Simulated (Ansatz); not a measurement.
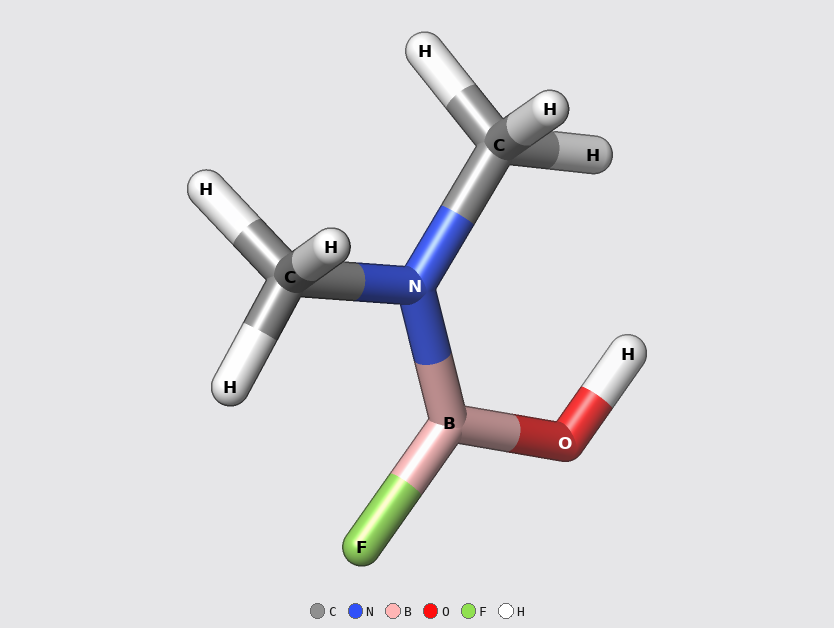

Starting geometry of the run.

The calculation was set up as follows.

```yaml
crystal:
  periodic: [false, false, false]
  atoms:
    - {symbol: C, position_ang: [-0.406931, -1.230668, 0.851415]}
    - {symbol: N, position_ang: [-0.097846, -0.058376, 0.067405]}
    - {symbol: C, position_ang: [1.259900, -0.028920, -0.404864]}
    - {symbol: B, position_ang: [-1.057217, 0.940471, -0.191808]}
    - {symbol: O, position_ang: [-0.861426, 2.078494, -0.919456]}
    - {symbol: F, position_ang: [-2.291597, 0.791424, 0.308681]}
    - {symbol: H, position_ang: [-1.443139, -1.199855, 1.181056]}
    - {symbol: H, position_ang: [0.237683, -1.292310, 1.736895]}
    - {symbol: H, position_ang: [-0.255655, -2.146010, 0.266017]}
    - {symbol: H, position_ang: [1.971896, -0.044087, 0.429774]}
    - {symbol: H, position_ang: [1.478568, -0.894404, -1.042820]}
    - {symbol: H, position_ang: [1.465734, 0.867915, -0.991421]}
    - {symbol: H, position_ang: [0.020528, 2.181526, -1.276076]}
basis:
  gaussian: {orbitals: def2-SVP}
total_charge: 1
magnetization: {spin_polarized: true, initial_magnetization: 1}
hamiltonian: {xc: {name: wB97}}
scf: {lower_state_search: full}
output: {forces: true}
```

It was started with:

```sh
ansatz run in.yaml --threads 2 --pin off --events-out ev --progress --plain --max-ram 32768MiB --backend cpu
```

Result:

```
Functional definition: wB97
  name "wB97"
  cite "Chai & Head-Gordon, J. Chem. Phys. 128, 084106 (2008) doi:10.1063/1.2834918"
  cite "Becke, J. Chem. Phys. 107, 8554 (1997) doi:10.1063/1.475007"
  parameter omega = 0.4/bohr
  parameter cx1 = 1.13116
  parameter cx2 = -2.74915
  parameter cx3 = 12.0900
  parameter cx4 = -5.71642
  parameter css1 = -2.55352
  parameter css2 = 11.8926
  parameter css3 = -26.9452
  parameter css4 = 17.0927
  parameter cos1 = 3.99051
  parameter cos2 = -17.0066
  parameter cos3 = 1.07292
  parameter cos4 = 8.88211
  # The coefficients of nought are those of the uniform gas.
  exchange = spin_sum(e_x_unif_sr(omega)*poly(b97_u_x, 1, cx1, cx2, cx3, cx4)) + exact_x_lr(omega)
  correlation = spin_sum(e_c_pw_same_spin*poly(b97_u_same, 1, css1, css2, css3, css4))
      + integral(e_c_pw_opposite_spin*poly(b97_u_opposite, 1, cos1, cos2, cos3, cos4))
1339 factors; their error is unknown
391 factors; integrals over basis functions are off by at most 1.6e-5 eV
mean field evaluation 1: about -9096.6465 eV, gradient 4.7e1 eV
mean field evaluation 2: about -9098.3040 eV, gradient 4.6e1 eV
mean field evaluation 4: about -9104.8313 eV, gradient 1.9e0 eV
mean field evaluation 8: about -9104.8699 eV, gradient 1.6e-1 eV
mean field evaluation 16: about -9104.8074 eV, gradient 3.3e-4 eV
mean field evaluation 32: about -9104.8658 eV, gradient 3.0e-1 eV
mean field evaluation 64: about -9104.8074 eV, gradient 1.8e-3 eV
mean field -9104.80741699 eV, -334.5955011143 hartree, gradient 7.5e-5 eV, S^2 0.755600; 3 other end points of the search recorded, 0 dependent functions left out
the calculation of the forces begins
reference -9104.80740835 eV, -334.5955007968 hartree; 24, 23 occupied and 95, 96 virtual orbitals, 1339 factors
Total energy: -9104.80740835 eV, -334.5955007968 hartree
Atom 0 at    -0.406931    -1.230668     0.851415 Å, force    -0.838161     0.230736     0.148559 eV/Å
Atom 1 at    -0.097846    -0.058376     0.067405 Å, force     3.142404    -3.433675     0.938074 eV/Å
Atom 2 at     1.259900    -0.028920    -0.404864 Å, force     0.086356     0.782565    -0.476153 eV/Å
Atom 3 at    -1.057217     0.940471    -0.191808 Å, force    -4.176645     4.489379    -1.210486 eV/Å
Atom 4 at    -0.861426     2.078494    -0.919456 Å, force     0.198865    -1.704430     0.924226 eV/Å
Atom 5 at    -2.291597     0.791424     0.308681 Å, force     1.084988    -0.476741    -0.085758 eV/Å
Atom 6 at    -1.443139    -1.199855     1.181056 Å, force    -0.376876     0.072406     0.084095 eV/Å
Atom 7 at     0.237683    -1.292310     1.736895 Å, force     0.388086     0.102559     0.129712 eV/Å
Atom 8 at    -0.255655    -2.146010     0.266017 Å, force     0.240423    -0.153152    -0.311529 eV/Å
Atom 9 at     1.971896    -0.044087     0.429774 Å, force     0.026470    -0.153735     0.376773 eV/Å
Atom 10 at     1.478568    -0.894404    -1.042820 Å, force    -0.113141    -0.390962    -0.034913 eV/Å
Atom 11 at     1.465734     0.867915    -0.991421 Å, force    -0.003908     0.229551    -0.132354 eV/Å
Atom 12 at     0.020528     2.181526    -1.276076 Å, force     0.341140     0.405500    -0.350245 eV/Å
Dipole moment:     1.171878    -0.700019     0.013480 e Å
```

The calculation finished and met its thresholds.
